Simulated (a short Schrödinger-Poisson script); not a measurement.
System: MOS inversion layer, SiO2 on p-type Si(100), at 400 K.

| layer | material | thickness (nm) | Na (cm⁻³) |
|---|---|---|---|
| 1 | SiO2 | 2.3 | - |
| 2 | Si | 760 | 3.2e17 |

Constants are typed, rounded textbook-type inputs, not results; the design itself was drawn at random and stands for no fabricated device. SiO2: permittivity 3.9, conduction-band edge (eV) 3.15, gap (eV) 9, electron mass (mₑ) 0.5. Si: permittivity 11.7, conduction-band edge (eV) 0, gap (eV) 1.124, Nv at 300 K (cm⁻³) 3.1e19.

Channel valleys (confinement mass, in-plane density-of-states mass, number): Δ2 0.916, 0.19, 2; Δ4 0.19, 0.417, 4. At the gate the conduction-band edge of layer 1 lies 3.26 eV − eVg above the Fermi level of the channel; the field vanishes at the back. Gaps are held at their typed values at every temperature. Mesh 0.03 nm at interfaces.

Solved with a short Schrödinger-Poisson script written for these runs: 1D Poisson equation in equilibrium, electrons quantum, Hartree (BenDaniel-Duke, 12 states a valley, the channel's in-plane mass for all, wave functions ending at the dielectric), parabolic valleys, classical holes, full ionisation, no traps, pinning or gate leakage.

Only gate voltages with over 1e8 electrons/cm² are shown.

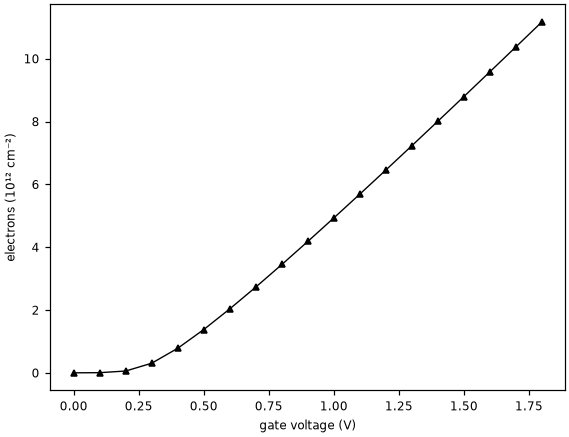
Sheet density against gate voltage

| Vg (V) | electrons (cm⁻²) | C (μF/cm²) | Δ2 E0 (meV) | Δ2 E1 (meV) | Δ4 E0 (meV) | Δ4 E1 (meV) |
|---|---|---|---|---|---|---|
| 0 | 5.44e8 | 0.182 | 351.3 | 401.0 | 397.1 | 478.6 |
| 0.1 | 6.02e9 | 0.190 | 266.6 | 318.8 | 314.8 | 400.4 |
| 0.2 | 5.88e10 | 0.329 | 186.4 | 241.0 | 236.8 | 326.3 |
| 0.3 | 3.08e11 | 0.682 | 127.0 | 185.0 | 180.7 | 273.6 |
| 0.4 | 7.84e11 | 0.917 | 92.0 | 154.1 | 149.7 | 245.8 |
| 0.5 | 1.38e12 | 1.03 | 69.6 | 136.0 | 131.6 | 230.4 |
| 0.6 | 2.04e12 | 1.10 | 53.3 | 124.0 | 119.6 | 220.7 |
| 0.7 | 2.73e12 | 1.14 | 40.4 | 115.2 | 110.8 | 214.0 |
| 0.8 | 3.45e12 | 1.17 | 29.6 | 108.4 | 104.0 | 209.1 |
| 0.9 | 4.18e12 | 1.19 | 20.2 | 102.8 | 98.4 | 205.3 |
| 1 | 4.93e12 | 1.21 | 11.9 | 98.2 | 93.8 | 202.3 |
| 1.1 | 5.69e12 | 1.22 | 4.4 | 94.2 | 89.8 | 199.8 |
| 1.2 | 6.46e12 | 1.24 | -2.5 | 90.7 | 86.3 | 197.7 |
| 1.3 | 7.23e12 | 1.25 | -9.0 | 87.5 | 83.2 | 195.9 |
| 1.4 | 8.01e12 | 1.25 | -15.1 | 84.7 | 80.4 | 194.3 |
| 1.5 | 8.80e12 | 1.26 | -20.9 | 82.1 | 77.8 | 192.8 |
| 1.6 | 9.58e12 | 1.27 | -26.4 | 79.7 | 75.4 | 191.6 |
| 1.7 | 1.04e13 | 1.27 | -31.7 | 77.4 | 73.1 | 190.4 |
| 1.8 | 1.12e13 | 1.28 | -36.8 | 75.3 | 71.0 | 189.4 |

Subbands count from the Fermi level.
